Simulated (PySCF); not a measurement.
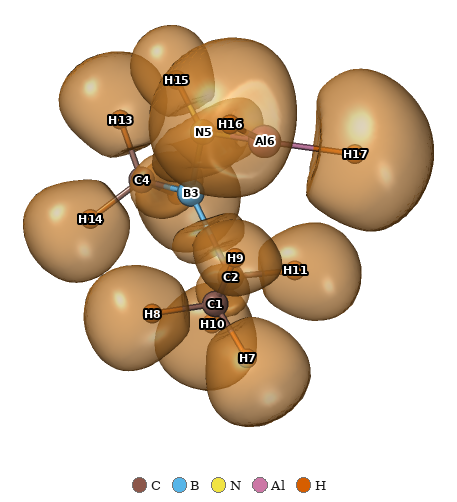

C3H11AlBN (SMILES CCB(C)[NH][AlH2]). Isosurface of the ELF at 0.8 (orange), seen at an oblique angle. Only the valence region is drawn (cores and ρ < 0.01 e/Å³ removed).

Geometry: GFN2-xTB.

Method: CAM-B3LYP/def2-SVPD, SCF density, gas phase in PySCF 2.14.0.

Input

```
{"job": {"kind": "uv", "xc": "CAM-B3LYP", "basis": "def2-SVPD", "nstates": 8, "ntriplets": 3}, "charge": 0, "multiplicity": 1}
C     -0.385439    -1.679596     0.673438
C     -0.915320    -0.666101    -0.336117
B     -0.274388     0.790601    -0.149907
C     -1.185535     2.089919    -0.146378
N      1.130534     0.842377    -0.007571
Al     2.226310    -0.594460    -0.134047
H     -0.759630    -2.683556     0.478406
H     -0.653729    -1.396419     1.689213
H      0.720408    -1.720627     0.623456
H     -2.005859    -0.658585    -0.286439
H     -0.652148    -1.019803    -1.339148
H     -1.785874     2.144967    -1.053013
H     -0.627847     3.021088    -0.065157
H     -1.892709     2.059380     0.681286
H      1.499054     1.782202     0.111787
H      3.194748    -0.937591     1.018999
H      2.360429    -1.361765    -1.469794
```

Launched as:

```sh
OMP_NUM_THREADS=1 python probes_run.py task.json out
```

### What do the ELF domains correspond to?

The ELF exceeds this value in two regions between bonded B–C atoms (shared pairs), one region between bonded C–C atoms (shared pairs), eleven regions around hydrogen nuclei and one region on N in which the atom's valence shell and bonds are merged. Along the contacts the grid gives the following. B–N (1.41 Å): the ELF peaks at about 0.95 between the atoms (a short, strongly polar bond). C–C (1.53 Å): the ELF peaks at about 0.95 between the atoms, as expected for a shared electron pair.
